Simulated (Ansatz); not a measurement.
# SiHS (quartet): wB97M-V, B2PLYP over vertical spin and charge gaps, def2-QZVPP

How well do these functionals follow the top wave-function level for SiHS (quartet) over vertical spin and charge gaps?

Computed with Ansatz 0.2.0, Gaussian basis. Level: def2-QZVPP, all electrons in the functionals, frozen cores in the correlation of double hybrids and RPA.

Plan: wB97M-V, B2PLYP, at charge 0, quartet; charge 0, doublet; charge 0, sextet; charge 1, triplet; charge 1, quintet.

**1. What is computed**

The geometry is a PBE0/def2-TZVP stationary point (not a proven minimum).

3 atoms, charge 0, spin multiplicity 4.

Atoms are counted from 1 here; the program's logs count them from 0.

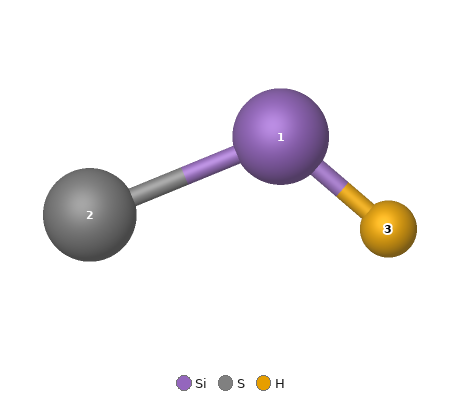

The structure; silicon purple, sulfur grey, hydrogen amber; atoms are numbered from 1 in the order of the file.

As a file:

```xyz
3

Si    0.0000   -0.0941    1.1240
S     0.0000    0.0450   -1.0439
H     0.0000    1.1917    1.8885
```

No dispersion term is added; wB97M-V holds VV10 nonlocal correlation.

The geometry shown and the zero of energy belong to the point charge 0, quartet. The yardstick, UCCSD(T), and other wave-function levels (R restricted, U unrestricted, valence and pair active spaces) come from earlier runs.

**2. wB97M-V, charge 0, quartet**

in.yaml

```yaml
crystal:
  periodic: [false, false, false]
  atoms:
    - {symbol: Si, position_ang: [0.000000, -0.094141, 1.124038]}
    - {symbol: S, position_ang: [0.000000, 0.044996, -1.043902]}
    - {symbol: H, position_ang: [0.000000, 1.191747, 1.888549]}
basis:
  gaussian: {orbitals: "def2-QZVPP.json"}
magnetization: {spin_polarized: true, initial_magnetization: 3}
hamiltonian: {xc: {name: wB97M-V}}
output: {orbitals: {seedname: orbitals}}
```

Run with:

```
$ ansatz run in.yaml --threads 1 --pin off --events-out ev --progress --plain --max-ram 2393MiB
```

Output, cut to the lines that bear on the results:

```text
Functional definition: wB97M-V
  name "wB97M-V"
  cite "Mardirossian & Head-Gordon, J. Chem. Phys. 144, 214110 (2016) doi:10.1063/1.4952647"
  cite "Becke, J. Chem. Phys. 107, 8554 (1997) doi:10.1063/1.475007"
  cite "Vydrov & Van Voorhis, J. Chem. Phys. 133, 244103 (2010) doi:10.1063/1.3521275"
  # Of w^i u^j: cxij and so on, Table III.
[...]
  gx(w, u) = 1 - cx + cx01*u + cx10*w
  gss(w, u) = css00 + css04*u^4 + css10*w + css20*w^2 + css43*w^4*u^3
  gos(w, u) = cos00 + cos10*w + (cos20 + cos21*u)*w^2 + (cos60 + cos61*u)*w^6
[...]
      + integral(e_c_pw_mod_opposite_spin*gos(b97_w_opposite, b97_u_opposite)) + vv10(b, c)
763 factors; their error is unknown
144 factors; integrals over basis functions are off by at most 7.4e-5 eV
[...]
mean field -18725.37800146 eV, -688.1449490365 hartree, gradient 1.3e-6 eV, S^2 3.755132; 2 other end points of the search recorded, 0 dependent functions left out
reference -18725.37804122 eV, -688.1449504977 hartree; 17, 14 occupied and 153, 156 virtual orbitals, 763 factors
Total energy: -18725.37804122 eV, -688.1449504977 hartree
```

Run time: 87 s. Hardware: 1 thread of Arm Neoverse V2, shared host; peak memory 0.57 GiB.

From the report: ⟨S²⟩ of the determinant 3.755 (pure quartet: 3.75).

**3. wB97M-V, charge 0, doublet**

in.yaml: that of step 2 with these lines changed.

```diff
@@ -8,3 +8,3 @@
   gaussian: {orbitals: "def2-QZVPP.json"}
-magnetization: {spin_polarized: true, initial_magnetization: 3}
+magnetization: {spin_polarized: true, initial_magnetization: 1}
 hamiltonian: {xc: {name: wB97M-V}}
```

The command is unchanged.

Output, cut to the lines that bear on the results:

```text
Functional definition: wB97M-V
  name "wB97M-V"
  cite "Mardirossian & Head-Gordon, J. Chem. Phys. 144, 214110 (2016) doi:10.1063/1.4952647"
  cite "Becke, J. Chem. Phys. 107, 8554 (1997) doi:10.1063/1.475007"
  cite "Vydrov & Van Voorhis, J. Chem. Phys. 133, 244103 (2010) doi:10.1063/1.3521275"
  # Of w^i u^j: cxij and so on, Table III.
[...]
  gx(w, u) = 1 - cx + cx01*u + cx10*w
  gss(w, u) = css00 + css04*u^4 + css10*w + css20*w^2 + css43*w^4*u^3
  gos(w, u) = cos00 + cos10*w + (cos20 + cos21*u)*w^2 + (cos60 + cos61*u)*w^6
[...]
      + integral(e_c_pw_mod_opposite_spin*gos(b97_w_opposite, b97_u_opposite)) + vv10(b, c)
763 factors; their error is unknown
144 factors; integrals over basis functions are off by at most 7.4e-5 eV
[...]
mean field -18727.59207416 eV, -688.2263147075 hartree, gradient 4.0e-5 eV, S^2 0.759648; 3 other end points of the search recorded, 0 dependent functions left out
reference -18727.59211516 eV, -688.2263162143 hartree; 16, 15 occupied and 154, 155 virtual orbitals, 763 factors
Total energy: -18727.59211516 eV, -688.2263162143 hartree
```

It took 32 s on 1 thread of Arm Neoverse V2, shared host; peak memory 0.44 GiB.

From the report: ⟨S²⟩ of the determinant 0.760 (pure doublet: 0.75).

From charge 0, quartet: -51.1 kcal/mol.

**4. wB97M-V, charge 0, sextet**

in.yaml: that of step 3 with these lines changed.

```diff
@@ -8,3 +8,3 @@
   gaussian: {orbitals: "def2-QZVPP.json"}
-magnetization: {spin_polarized: true, initial_magnetization: 1}
+magnetization: {spin_polarized: true, initial_magnetization: 5}
 hamiltonian: {xc: {name: wB97M-V}}
```

The command is unchanged.

Output, cut to the lines that bear on the results:

```text
Functional definition: wB97M-V
  name "wB97M-V"
  cite "Mardirossian & Head-Gordon, J. Chem. Phys. 144, 214110 (2016) doi:10.1063/1.4952647"
  cite "Becke, J. Chem. Phys. 107, 8554 (1997) doi:10.1063/1.475007"
  cite "Vydrov & Van Voorhis, J. Chem. Phys. 133, 244103 (2010) doi:10.1063/1.3521275"
  # Of w^i u^j: cxij and so on, Table III.
[...]
  gx(w, u) = 1 - cx + cx01*u + cx10*w
  gss(w, u) = css00 + css04*u^4 + css10*w + css20*w^2 + css43*w^4*u^3
  gos(w, u) = cos00 + cos10*w + (cos20 + cos21*u)*w^2 + (cos60 + cos61*u)*w^6
[...]
      + integral(e_c_pw_mod_opposite_spin*gos(b97_w_opposite, b97_u_opposite)) + vv10(b, c)
763 factors; their error is unknown
144 factors; integrals over basis functions are off by at most 7.4e-5 eV
[...]
mean field -18719.61552265 eV, -687.9331818463 hartree, gradient 7.2e-5 eV, S^2 8.752947; 3 other end points of the search recorded, 0 dependent functions left out
reference -18719.61555735 eV, -687.9331831216 hartree; 18, 13 occupied and 152, 157 virtual orbitals, 763 factors
Total energy: -18719.61555735 eV, -687.9331831216 hartree
```

Run time: 24 s. Hardware: 1 thread of Arm Neoverse V2, shared host; peak memory 0.42 GiB.

From the report: ⟨S²⟩ of the determinant 8.753 (pure sextet: 8.75).

From charge 0, quartet: +132.9 kcal/mol.

**5. wB97M-V, charge 1, triplet**

in.yaml: that of step 4 with these lines changed.

```diff
@@ -8,3 +8,4 @@
   gaussian: {orbitals: "def2-QZVPP.json"}
-magnetization: {spin_polarized: true, initial_magnetization: 5}
+total_charge: 1
+magnetization: {spin_polarized: true, initial_magnetization: 2}
 hamiltonian: {xc: {name: wB97M-V}}
```

Same command.

Output, cut to the lines that bear on the results:

```text
Functional definition: wB97M-V
  name "wB97M-V"
  cite "Mardirossian & Head-Gordon, J. Chem. Phys. 144, 214110 (2016) doi:10.1063/1.4952647"
  cite "Becke, J. Chem. Phys. 107, 8554 (1997) doi:10.1063/1.475007"
  cite "Vydrov & Van Voorhis, J. Chem. Phys. 133, 244103 (2010) doi:10.1063/1.3521275"
  # Of w^i u^j: cxij and so on, Table III.
[...]
  gx(w, u) = 1 - cx + cx01*u + cx10*w
  gss(w, u) = css00 + css04*u^4 + css10*w + css20*w^2 + css43*w^4*u^3
  gos(w, u) = cos00 + cos10*w + (cos20 + cos21*u)*w^2 + (cos60 + cos61*u)*w^6
[...]
      + integral(e_c_pw_mod_opposite_spin*gos(b97_w_opposite, b97_u_opposite)) + vv10(b, c)
763 factors; their error is unknown
144 factors; integrals over basis functions are off by at most 7.4e-5 eV
[...]
mean field -18718.11245520 eV, -687.8779451362 hartree, gradient 6.1e-6 eV, S^2 2.004962; 1 other end points of the search recorded, 0 dependent functions left out
reference -18718.11249909 eV, -687.8779467491 hartree; 16, 14 occupied and 154, 156 virtual orbitals, 763 factors
Total energy: -18718.11249909 eV, -687.8779467491 hartree
```

It took 45 s on 1 thread of Arm Neoverse V2, shared host; peak memory 0.55 GiB.

From the report: ⟨S²⟩ of the determinant 2.005 (pure triplet: 2.00).

From charge 0, quartet: +167.5 kcal/mol.

**6. wB97M-V, charge 1, quintet**

in.yaml: that of step 5 with these lines changed.

```diff
@@ -9,3 +9,3 @@
 total_charge: 1
-magnetization: {spin_polarized: true, initial_magnetization: 2}
+magnetization: {spin_polarized: true, initial_magnetization: 4}
 hamiltonian: {xc: {name: wB97M-V}}
```

Launched as before.

Output, cut to the lines that bear on the results:

```text
Functional definition: wB97M-V
  name "wB97M-V"
  cite "Mardirossian & Head-Gordon, J. Chem. Phys. 144, 214110 (2016) doi:10.1063/1.4952647"
  cite "Becke, J. Chem. Phys. 107, 8554 (1997) doi:10.1063/1.475007"
  cite "Vydrov & Van Voorhis, J. Chem. Phys. 133, 244103 (2010) doi:10.1063/1.3521275"
  # Of w^i u^j: cxij and so on, Table III.
[...]
  gx(w, u) = 1 - cx + cx01*u + cx10*w
  gss(w, u) = css00 + css04*u^4 + css10*w + css20*w^2 + css43*w^4*u^3
  gos(w, u) = cos00 + cos10*w + (cos20 + cos21*u)*w^2 + (cos60 + cos61*u)*w^6
[...]
      + integral(e_c_pw_mod_opposite_spin*gos(b97_w_opposite, b97_u_opposite)) + vv10(b, c)
763 factors; their error is unknown
144 factors; integrals over basis functions are off by at most 7.4e-5 eV
[...]
mean field -18715.12606880 eV, -687.7681974603 hartree, gradient 1.7e-5 eV, S^2 6.003615; 0 other end points of the search recorded, 0 dependent functions left out
reference -18715.12611357 eV, -687.7681991057 hartree; 17, 13 occupied and 153, 157 virtual orbitals, 763 factors
Total energy: -18715.12611357 eV, -687.7681991057 hartree
```

Run time: 20 s. Hardware: 1 thread of Arm Neoverse V2, shared host; peak memory 0.42 GiB.

From the report: ⟨S²⟩ of the determinant 6.004 (pure quintet: 6.00).

From charge 0, quartet: +236.4 kcal/mol.

**7. B2PLYP, charge 0, quartet**

in.yaml

```yaml
crystal:
  periodic: [false, false, false]
  atoms:
    - {symbol: Si, position_ang: [0.000000, -0.094141, 1.124038]}
    - {symbol: S, position_ang: [0.000000, 0.044996, -1.043902]}
    - {symbol: H, position_ang: [0.000000, 1.191747, 1.888549]}
basis:
  gaussian: {orbitals: "def2-QZVPP.json"}
magnetization: {spin_polarized: true, initial_magnetization: 3}
hamiltonian: {xc: {name: B2PLYP}}
correlation: {electrons: outside_noble_gas}
```

Same command.

Output, cut to the lines that bear on the results:

```text
Functional definition: B2PLYP
  name "B2PLYP"
  cite "Grimme, J. Chem. Phys. 124, 034108 (2006) doi:10.1063/1.2148954"
  cite "Becke, Phys. Rev. A 38, 3098 (1988) doi:10.1103/PhysRevA.38.3098"
  cite "Lee, Yang & Parr, Phys. Rev. B 37, 785 (1988) doi:10.1103/PhysRevB.37.785"
[...]
1003 factors; integrals over basis functions are off by at most 9.2e-4 eV
[...]
mean field -18717.97293624 eV, -687.8728179091 hartree, gradient 1.2e-6 eV, S^2 3.763446; 3 other end points of the search recorded, 0 dependent functions left out
10 core orbitals not correlated: weight in the atoms' cores, before any rotation towards them, 1.000 or more for the frozen orbitals, at most 0.000 for the correlated occupied ones
reference -18717.97306395 eV, -687.8728226025 hartree; 7, 4 occupied and 153, 156 virtual orbitals, 1003 factors
second order -8.15980549 eV of doubles, -0.00000000 eV of singles
Total energy: -18720.17621144 eV, -687.9537867791 hartree
```

Wall time 30 s (1 thread of Arm Neoverse V2, shared host); peak memory 0.39 GiB.

From the report: ⟨S²⟩ of the determinant 3.763 (pure quartet: 3.75).

**8. B2PLYP, charge 0, doublet**

in.yaml: that of step 7 with these lines changed.

```diff
@@ -8,3 +8,3 @@
   gaussian: {orbitals: "def2-QZVPP.json"}
-magnetization: {spin_polarized: true, initial_magnetization: 3}
+magnetization: {spin_polarized: true, initial_magnetization: 1}
 hamiltonian: {xc: {name: B2PLYP}}
```

Launched as before.

Output, cut to the lines that bear on the results:

```text
Functional definition: B2PLYP
  name "B2PLYP"
  cite "Grimme, J. Chem. Phys. 124, 034108 (2006) doi:10.1063/1.2148954"
  cite "Becke, Phys. Rev. A 38, 3098 (1988) doi:10.1103/PhysRevA.38.3098"
  cite "Lee, Yang & Parr, Phys. Rev. B 37, 785 (1988) doi:10.1103/PhysRevB.37.785"
[...]
1003 factors; integrals over basis functions are off by at most 9.2e-4 eV
[...]
mean field -18719.68687570 eV, -687.9358040225 hartree, gradient 6.3e-6 eV, S^2 0.776111; 4 other end points of the search recorded, 0 dependent functions left out
10 core orbitals not correlated: weight in the atoms' cores, before any rotation towards them, 1.000 or more for the frozen orbitals, at most 0.000 for the correlated occupied ones
reference -18719.68700280 eV, -687.9358086935 hartree; 6, 5 occupied and 154, 155 virtual orbitals, 1003 factors
second order -9.99864538 eV of doubles, -0.00000000 eV of singles
Total energy: -18722.38663706 eV, -688.0350184224 hartree
```

Wall time 20 s (1 thread of Arm Neoverse V2, shared host); peak memory 0.35 GiB.

From the report: ⟨S²⟩ of the determinant 0.776 (pure doublet: 0.75).

From charge 0, quartet: -51.0 kcal/mol.

**9. B2PLYP, charge 0, sextet**

in.yaml: that of step 8 with these lines changed.

```diff
@@ -8,3 +8,3 @@
   gaussian: {orbitals: "def2-QZVPP.json"}
-magnetization: {spin_polarized: true, initial_magnetization: 1}
+magnetization: {spin_polarized: true, initial_magnetization: 5}
 hamiltonian: {xc: {name: B2PLYP}}
```

Same command.

Output, cut to the lines that bear on the results:

```text
Functional definition: B2PLYP
  name "B2PLYP"
  cite "Grimme, J. Chem. Phys. 124, 034108 (2006) doi:10.1063/1.2148954"
  cite "Becke, Phys. Rev. A 38, 3098 (1988) doi:10.1103/PhysRevA.38.3098"
  cite "Lee, Yang & Parr, Phys. Rev. B 37, 785 (1988) doi:10.1103/PhysRevB.37.785"
[...]
1003 factors; integrals over basis functions are off by at most 9.2e-4 eV
[...]
mean field -18712.43959984 eV, -687.6694715471 hartree, gradient 4.4e-6 eV, S^2 8.757822; 4 other end points of the search recorded, 0 dependent functions left out
10 core orbitals not correlated: weight in the atoms' cores, before any rotation towards them, 1.000 or more for the frozen orbitals, at most 0.000 for the correlated occupied ones
reference -18712.43971962 eV, -687.6694759490 hartree; 8, 3 occupied and 152, 157 virtual orbitals, 1003 factors
second order -7.48649529 eV of doubles, -0.00000000 eV of singles
Total energy: -18714.46107335 eV, -687.7437593284 hartree
```

Run time: 14 s. Hardware: 1 thread of Arm Neoverse V2, shared host; peak memory 0.34 GiB.

From the report: ⟨S²⟩ of the determinant 8.758 (pure sextet: 8.75).

From charge 0, quartet: +131.8 kcal/mol.

**10. B2PLYP, charge 1, triplet**

in.yaml: that of step 9 with these lines changed.

```diff
@@ -8,3 +8,4 @@
   gaussian: {orbitals: "def2-QZVPP.json"}
-magnetization: {spin_polarized: true, initial_magnetization: 5}
+total_charge: 1
+magnetization: {spin_polarized: true, initial_magnetization: 2}
 hamiltonian: {xc: {name: B2PLYP}}
```

The command is unchanged.

Output, cut to the lines that bear on the results:

```text
Functional definition: B2PLYP
  name "B2PLYP"
  cite "Grimme, J. Chem. Phys. 124, 034108 (2006) doi:10.1063/1.2148954"
  cite "Becke, Phys. Rev. A 38, 3098 (1988) doi:10.1103/PhysRevA.38.3098"
  cite "Lee, Yang & Parr, Phys. Rev. B 37, 785 (1988) doi:10.1103/PhysRevB.37.785"
[...]
1003 factors; integrals over basis functions are off by at most 9.2e-4 eV
[...]
mean field -18710.71565770 eV, -687.6061178417 hartree, gradient 4.6e-6 eV, S^2 2.012790; 2 other end points of the search recorded, 0 dependent functions left out
10 core orbitals not correlated: weight in the atoms' cores, before any rotation towards them, 1.000 or more for the frozen orbitals, at most 0.000 for the correlated occupied ones
reference -18710.71579003 eV, -687.6061227049 hartree; 6, 4 occupied and 154, 156 virtual orbitals, 1003 factors
second order -7.92313550 eV of doubles, -0.00000000 eV of singles
Total energy: -18712.85503662 eV, -687.6847385669 hartree
```

It took 19 s on 1 thread of Arm Neoverse V2, shared host; peak memory 0.36 GiB.

From the report: ⟨S²⟩ of the determinant 2.013 (pure triplet: 2.00).

From charge 0, quartet: +168.8 kcal/mol.

**11. B2PLYP, charge 1, quintet**

in.yaml: that of step 10 with these lines changed.

```diff
@@ -9,3 +9,3 @@
 total_charge: 1
-magnetization: {spin_polarized: true, initial_magnetization: 2}
+magnetization: {spin_polarized: true, initial_magnetization: 4}
 hamiltonian: {xc: {name: B2PLYP}}
```

Same command.

Output, cut to the lines that bear on the results:

```text
Functional definition: B2PLYP
  name "B2PLYP"
  cite "Grimme, J. Chem. Phys. 124, 034108 (2006) doi:10.1063/1.2148954"
  cite "Becke, Phys. Rev. A 38, 3098 (1988) doi:10.1103/PhysRevA.38.3098"
  cite "Lee, Yang & Parr, Phys. Rev. B 37, 785 (1988) doi:10.1103/PhysRevB.37.785"
[...]
1003 factors; integrals over basis functions are off by at most 9.2e-4 eV
[...]
mean field -18708.15800017 eV, -687.5121256613 hartree, gradient 4.6e-6 eV, S^2 6.010086; 0 other end points of the search recorded, 0 dependent functions left out
10 core orbitals not correlated: weight in the atoms' cores, before any rotation towards them, 1.000 or more for the frozen orbitals, at most 0.000 for the correlated occupied ones
reference -18708.15813808 eV, -687.5121307295 hartree; 7, 3 occupied and 153, 157 virtual orbitals, 1003 factors
second order -6.62951632 eV of doubles, -0.00000000 eV of singles
Total energy: -18709.94810749 eV, -687.5779108919 hartree
```

Wall time 9.5 s (1 thread of Arm Neoverse V2, shared host); peak memory 0.34 GiB.

From the report: ⟨S²⟩ of the determinant 6.010 (pure quintet: 6.00).

From charge 0, quartet: +235.9 kcal/mol.

**12. The comparison**

No level is safe as a reference over these points; UCCSD(T) serves as a yardstick only. It comes from earlier runs at the same points. Energies in kcal/mol, counted from charge 0, quartet; blanks weren't run or aren't comparable.

```
   level  quartet to doublet  quartet to sextet  ionisation to the triplet cation  ionisation to the quintet cation
UCCSD(T)               -49.6              129.2                             171.7                             235.6
 wB97M-V               -51.1              132.9                             167.5                             236.4
  B2PLYP               -51.0              131.8                             168.8                             235.9
```

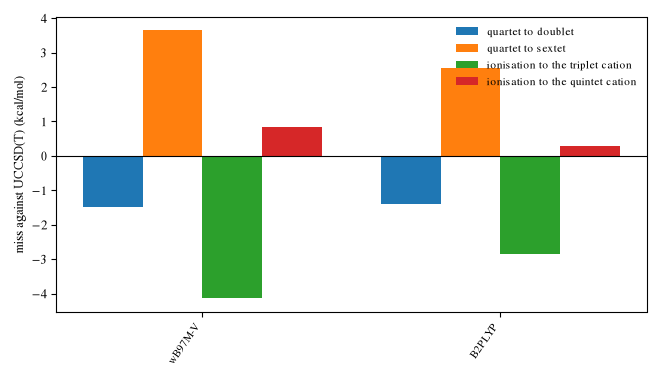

Misses of the gaps against UCCSD(T).

Largest miss and mean time a point (UCCSD(T) took 70 s a point; shared hosts):

```
  level  largest miss (kcal/mol)                             where  time a point
wB97M-V                     -4.1  ionisation to the triplet cation          41 s
 B2PLYP                     -2.9  ionisation to the triplet cation          19 s
```

**13. Summary of results**

| quantity | value |
| --- | --- |
| quartet to doublet, UCCSD(T) | -49.6 kcal/mol |
| quartet to sextet, UCCSD(T) | 129.2 kcal/mol |
| ionisation to the triplet cation, UCCSD(T) | 171.7 kcal/mol |
| ionisation to the quintet cation, UCCSD(T) | 235.6 kcal/mol |
| largest miss, wB97M-V | -4.1 kcal/mol (ionisation to the triplet cation) |
| largest miss, B2PLYP | -2.9 kcal/mol (ionisation to the triplet cation) |

**Reading.** Of the functionals, B2PLYP keep the smallest largest miss at the points compared (at most 2.9 kcal/mol) and wB97M-V strays most (4.1 kcal/mol, at ionisation to the triplet cation). Functionals and the yardstick converge differently with the basis, so part of each miss in def2-QZVPP is the basis. The yardstick itself may be off where one determinant is a poor start.
